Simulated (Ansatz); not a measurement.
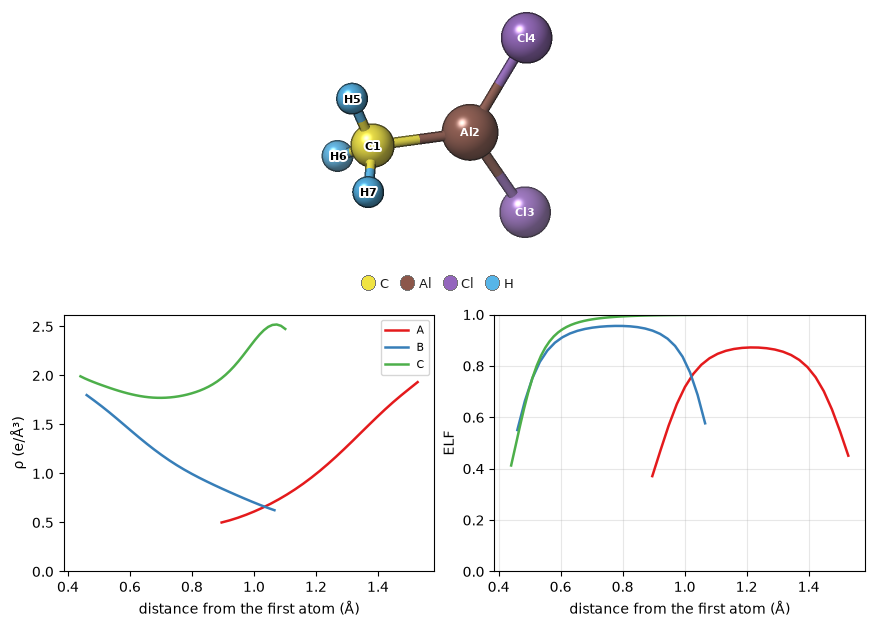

*CH3AlCl2 (SMILES [CH3][Al]([Cl])[Cl]). Total electron density and electron localisation function along straight lines between neighbouring atoms. The curves leave out the atomic cores. The structure is drawn too.*

Method: Ansatz, RKS B3LYP/def2-SVP.

Input file:

```
crystal:
  periodic: [false, false, false]
  atoms:
    - { symbol: C, position_ang: [-0.1414, 0.9297, -0.152] }
    - { symbol: Al, position_ang: [0.1653, -0.9607, 0.1512] }
    - { symbol: Cl, position_ang: [1.87, -1.5707, 1.3638] }
    - { symbol: Cl, position_ang: [-1.0924, -2.4757, -0.7266] }
    - { symbol: H, position_ang: [-1.0928, 1.0764, -0.8139] }
    - { symbol: H, position_ang: [-0.3539, 1.499, 0.807] }
    - { symbol: H, position_ang: [0.7064, 1.4341, -0.6752] }
basis:
  gaussian: { orbitals: def2-SVP }
hamiltonian:
  xc: b3lyp
relax:
  f_tol: 0.02
  max_steps: 40
scf:
  lower_state_search: "off"
output:
  orbitals: {}
```

Launched as:

```sh
ansatz run input.yaml --threads 1 --pin off --max-ram 2048MiB --backend cpu --events-out ev --progress --plain --runs-dir out
```

The fields are those of the run's last geometry, not of the input's.

Which curve belongs to which contact (Al–Cl, C–Al and C–H)? The first atom named is at distance zero.

Answer. Curve A: Al–Cl (2.11 Å): the density is about 0.69 e/Å³ at the midpoint; the ELF peaks at about 0.85 in the valence shell of Cl, 0.9 Å from its nucleus, and is about 0.80 at the midpoint. Curve B: C–Al (1.94 Å): ρ is about 0.74 e/Å³ halfway; the ELF peaks at about 0.95 between the atoms: a shared but strongly polarised pair. Curve C: C–H (1.10 Å): the density is about 1.9 e/Å³ at the midpoint; the ELF climbs to about 1 towards the hydrogen, as it does in any bond to H: an ordinary covalent bond to hydrogen.
